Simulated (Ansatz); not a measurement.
The calculation's input:

```
crystal:
  periodic: [false, false, false]
  atoms:
    - { symbol: Ga, position_ang: [0.038029, 0.126892, 0.122983] }
    - { symbol: "N", position_ang: [-0.033309, -0.009355, 2.01192] }
    - { symbol: H, position_ang: [-0.920804, 0.235586, 2.444591] }
    - { symbol: H, position_ang: [0.714666, 0.487099, 2.491274] }
    - { symbol: Cl, position_ang: [1.846329, 0.760488, -0.814905] }
    - { symbol: O, position_ang: [-1.374914, -0.14729, -0.91715] }
    - { symbol: H, position_ang: [-2.17295, -0.399254, -0.440933] }
    - { symbol: S, position_ang: [0.774649, -3.174516, 0.869044] }
    - { symbol: H, position_ang: [-0.530828, -3.454622, 0.673026] }
    - { symbol: H, position_ang: [0.479432, -2.198627, 1.803049] }
basis:
  gaussian: { orbitals: def2-SVP }
hamiltonian:
  xc: pbe0
relax:
  f_tol: 0.03
  max_steps: 50
output:
  orbitals: {}
```

Run with:

```sh
ansatz run input.yaml --threads 4 --pin off --max-ram 5120MiB --backend cpu --events-out ev --progress --plain --runs-dir out
```

The fields are those of the run's last geometry, not of the input's.

Level of theory: Ansatz 0.2.0, RKS PBE0/def2-SVP.

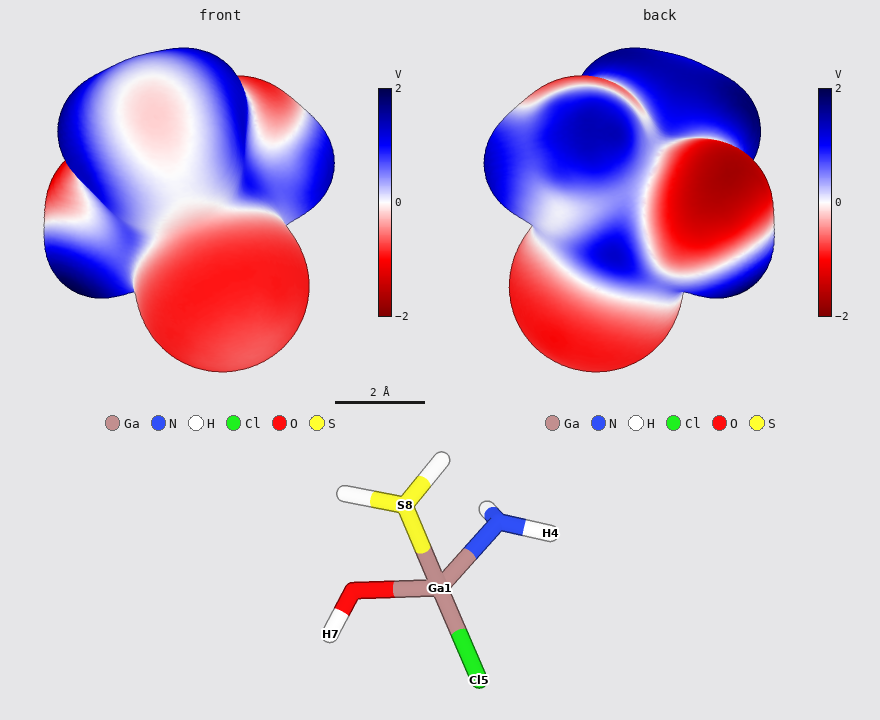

ClGaH5NOS. The electrostatic potential painted on the density surface at 0.002 e/bohr³, seen from the front and from behind; the colour scale runs from red (negative) to blue (positive). The bare structure is drawn below in the same view.

Describe the electrostatic potential map.

Answer. The most negative region (about −1.7 V) lies over O6, the most positive (about +1.9 V) over H7. O6 is the likeliest acceptor of a hydrogen bond.
